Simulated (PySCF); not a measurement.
```json
{"atom": "C", "x (Å)": "2.1740", "y (Å)": "0.2495", "z (Å)": "-0.2786"}
{"atom": "C", "x (Å)": "0.7346", "y (Å)": "0.2464", "z (Å)": "-0.8491"}
{"atom": "C", "x (Å)": "-0.1205", "y (Å)": "1.2318", "z (Å)": "-0.1527"}
{"atom": "C", "x (Å)": "-0.9381", "y (Å)": "0.7798", "z (Å)": "0.9859"}
{"atom": "F", "x (Å)": "-1.7539", "y (Å)": "1.7978", "z (Å)": "1.4440"}
{"atom": "C", "x (Å)": "-1.7991", "y (Å)": "-0.4304", "z (Å)": "0.5880"}
{"atom": "C", "x (Å)": "-0.9566", "y (Å)": "-1.4423", "z (Å)": "-0.1233"}
{"atom": "C", "x (Å)": "0.1662", "y (Å)": "-1.1426", "z (Å)": "-0.7549"}
{"atom": "H", "x (Å)": "2.1596", "y (Å)": "-0.0508", "z (Å)": "0.7660"}
{"atom": "H", "x (Å)": "2.7985", "y (Å)": "-0.4453", "z (Å)": "-0.8350"}
{"atom": "H", "x (Å)": "2.6037", "y (Å)": "1.2451", "z (Å)": "-0.3513"}
{"atom": "H", "x (Å)": "0.8160", "y (Å)": "0.5213", "z (Å)": "-1.9098"}
{"atom": "H", "x (Å)": "-0.1312", "y (Å)": "2.2675", "z (Å)": "-0.4349"}
{"atom": "H", "x (Å)": "-0.3103", "y (Å)": "0.4966", "z (Å)": "1.8521"}
{"atom": "H", "x (Å)": "-2.2658", "y (Å)": "-0.8665", "z (Å)": "1.4733"}
{"atom": "H", "x (Å)": "-2.6006", "y (Å)": "-0.0804", "z (Å)": "-0.0706"}
{"atom": "H", "x (Å)": "-1.3251", "y (Å)": "-2.4585", "z (Å)": "-0.1100"}
{"atom": "H", "x (Å)": "0.7398", "y (Å)": "-1.9127", "z (Å)": "-1.2508"}
```

Geometry: GFN2-xTB.

All numbers below come from UKS B3LYP, pcH-1 on C F H, non-relativistic, mean-field spin-orbit, GIAO in PySCF.

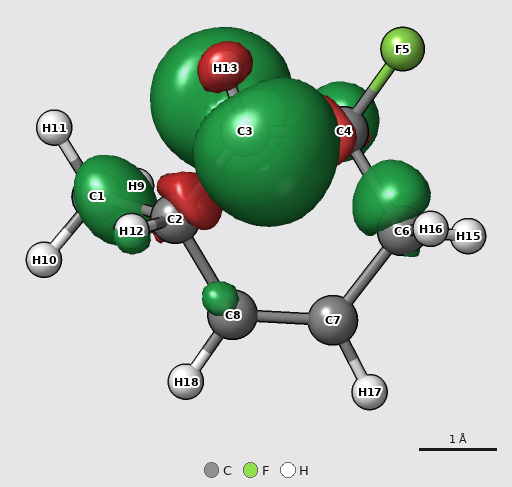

C₇H₁₀F (doublet). Isosurfaces of the spin density (α minus β) at +0.02 (green) and −0.02 e/Å³ (red), seen across its widest extent.

### Describe the spin distribution.

The unpaired spin (1 electron) lies mostly on C3 (about 0.7), in electrons by Hirshfeld's partition.
